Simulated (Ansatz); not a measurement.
# Cl$_{2}$FH$_{4}$NOTi: what the fields show

Input

```
crystal:
  periodic: [false, false, false]
  atoms:
    - { symbol: Ti, position_ang: [-0.017793, 0.138258, 0.091639] }
    - { symbol: "N", position_ang: [0.001595, 0.057941, 2.086531] }
    - { symbol: H, position_ang: [-0.634571, 0.613667, 2.667964] }
    - { symbol: H, position_ang: [0.875034, -0.165819, 2.577499] }
    - { symbol: Cl, position_ang: [1.929833, 0.712394, -0.761246] }
    - { symbol: O, position_ang: [-1.232182, 1.346363, -0.302767] }
    - { symbol: H, position_ang: [-1.949707, 1.421045, -0.957087] }
    - { symbol: Cl, position_ang: [-0.808102, -1.765069, -0.749106] }
    - { symbol: F, position_ang: [1.476907, -2.12291, 1.439221] }
    - { symbol: H, position_ang: [0.564186, -2.080971, 1.632053] }
basis:
  gaussian: { orbitals: def2-SVP }
hamiltonian:
  xc: pbe
  dispersion: d4
relax:
  f_tol: 0.03
  max_steps: 50
output:
  orbitals: {}
```

Launched as:

```sh
ansatz run input.yaml --threads 4 --pin off --max-ram 5120MiB --backend cpu --events-out ev --progress --plain --runs-dir out
```

The fields are those of the run's last geometry, not of the input's.

All numbers below come from Ansatz 0.2.0, RKS PBE-D4/def2-SVP.

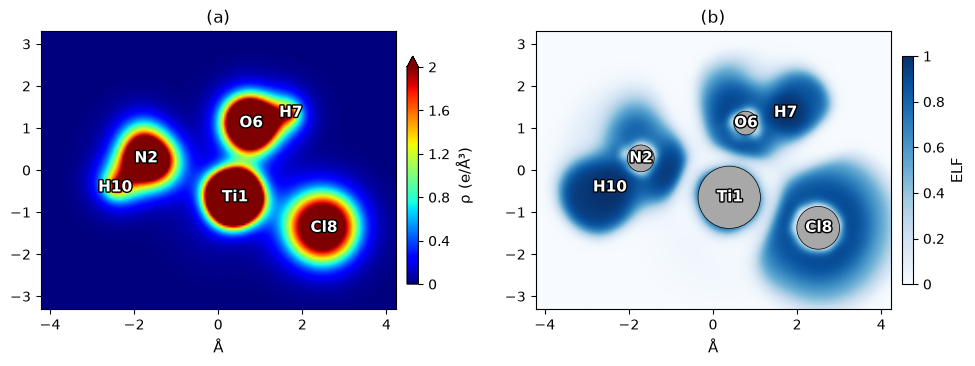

Figure 1. (a) total electron density; (b) ELF on the plane of atoms Ti1, O6 and H7. Grey discs cover the atomic cores in the ELF map.

**Describe what can be read from this map.**

Atoms in the plane: Ti, N, O, H and Cl. Ti–O (1.81 Å): ρ is about 1 e/Å³ halfway; the ELF peaks at about 0.85 in the valence shell of O, 0.6 Å from its nucleus, and drops to about 0.25 between the two atoms. Ti–Cl (2.24 Å): the density is about 0.59 e/Å³ at the midpoint; the ELF peaks at about 0.85 in the valence shell of Cl, 0.8 Å from its nucleus, and is about 0.35 at the midpoint. Ti–N (2.30 Å): ρ at the midpoint is about 0.36 e/Å³; the ELF peaks at about 0.95 in the valence shell of N, 0.7 Å from its nucleus, and is about 0.20 at the midpoint. O–H (0.98 Å): ρ is about 3.5 e/Å³ halfway; the ELF climbs to about 1 towards the hydrogen, as it does in any bond to H: an ordinary covalent bond to hydrogen. N–H (1.03 Å): ρ is about 2.8 e/Å³ halfway; the ELF climbs to about 1 towards the hydrogen: a covalent bond by its length.

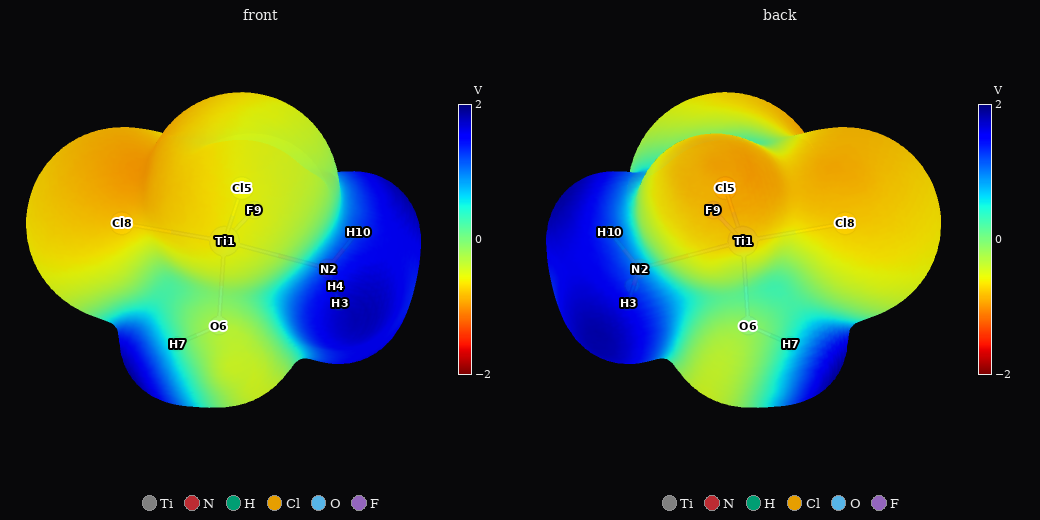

Figure 2. The electrostatic potential painted on the density surface at 0.001 e/bohr³, seen from the front and from behind; the colour scale runs from red (negative) to blue (positive).

**Which sites attract a positive test charge, and which a negative one?**

A positive charge is drawn to the negative regions and a negative charge to the positive ones. The most negative region (about −1.0 V) lies over Cl5, Cl8 and F9, the most positive (about +1.8 V) over H3, H4, H7 and H10.

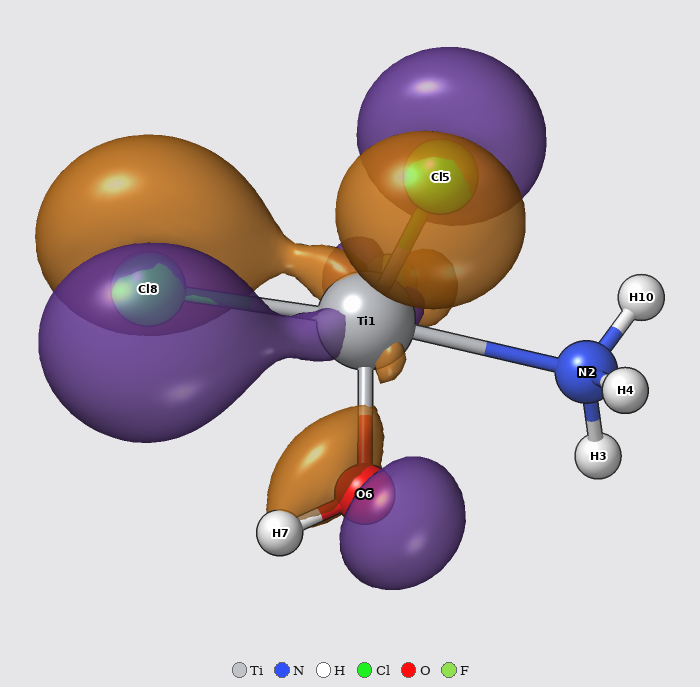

Figure 3. The HOMO−1 at ±0.1 Å⁻³ᐟ² (orange and purple are the two phases), seen across its widest extent.

**What is the character of this orbital?**

It lies mainly on Cl8 (about 55 %), Cl5 (about 25 %), O6 (about 10 %) and Ti1 (about 5 %); largely a combination of lone pairs on Cl8, Cl5 and O6. Its energy is −7.09 eV.
